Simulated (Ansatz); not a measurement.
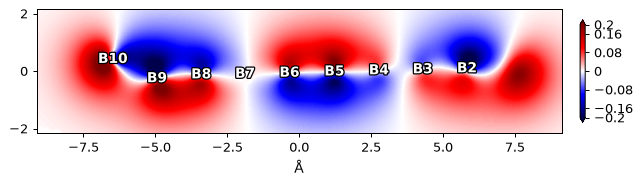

Figure 1: B$_{10}$. The LUMO on the plane of atoms B8, B9 and B10 (values in Å⁻³ᐟ²; the overall sign is arbitrary).

Geometry: PBE0-D4/def2-TZVP.

The calculation used Ansatz 0.2.0, RKS PBE0-D4/def2-TZVPP.

```xyz
10

B    -1.8267    3.7378   -5.5394
B    -1.4524    3.3678   -3.9565
B    -1.0220    2.3666   -2.8641
B    -0.5996    1.4587   -1.7130
B    -0.1691    0.5277   -0.5564
B     0.2699   -0.4169    0.6083
B     0.6987   -1.3499    1.7639
B     1.1078   -2.2726    2.9080
B     1.6259   -3.1780    4.0451
B     1.3676   -4.2412    5.3041
```

> Where does this orbital lie, and at what energy?

Its weight (Hirshfeld) is mainly on B2 (about 15 %), B9 (about 15 %), B1 (about 15 %), B10 (about 15 %), B5 (about 10 %) and B6 (about 10 %). Its energy is −5.36 eV.
